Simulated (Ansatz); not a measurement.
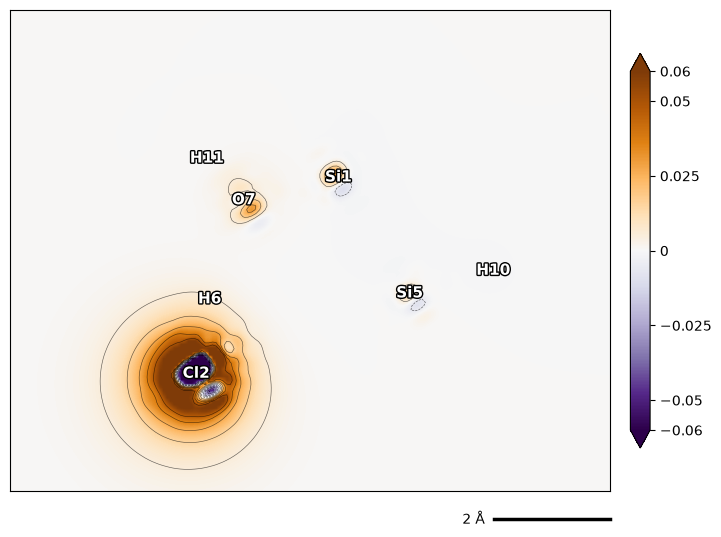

Figure. H6OSi2···HCl. The HOMO−1 on the plane of atoms Si1, O7 and H11 (values in Å⁻³ᐟ²; the overall sign is arbitrary).

The product side of a reaction path; geometry: PBE0-D4/def2-TZVP.

Theory: RKS PBE0-D4/def2-TZVPP in Ansatz 0.2.0.

Input file:

```
crystal:
  periodic: [false, false, false]
  atoms:
    - {symbol: Si, position_ang: [-0.809880, -0.787433, 0.416681]}
    - {symbol: Cl, position_ang: [3.076565, 0.578972, -0.223613]}
    - {symbol: H, position_ang: [-1.473387, -1.848821, -0.391888]}
    - {symbol: H, position_ang: [-1.569877, -0.663299, 1.692410]}
    - {symbol: Si, position_ang: [-0.754129, 1.246811, -0.737838]}
    - {symbol: H, position_ang: [2.181470, -0.253062, 0.226719]}
    - {symbol: O, position_ang: [0.766297, -1.237295, 0.746094]}
    - {symbol: H, position_ang: [-0.117876, 2.304370, 0.086776]}
    - {symbol: H, position_ang: [-0.039231, 1.101359, -2.030435]}
    - {symbol: H, position_ang: [-2.171804, 1.618669, -1.001956]}
    - {symbol: H, position_ang: [0.911753, -2.060172, 1.216946]}
basis:
  gaussian: {orbitals: def2-TZVPP}
hamiltonian: {xc: pbe0, dispersion: d4}
output: {orbitals: {seedname: orbitals}}
```

Run with:

```sh
ansatz run in.yaml --threads 4 --pin off --events-out ev --progress --plain --max-ram 9574MiB
```

> What is the character of this orbital?

It lies mainly on Cl2 (about 90 %); largely a lone pair of Cl2. Its energy is −8.73 eV.
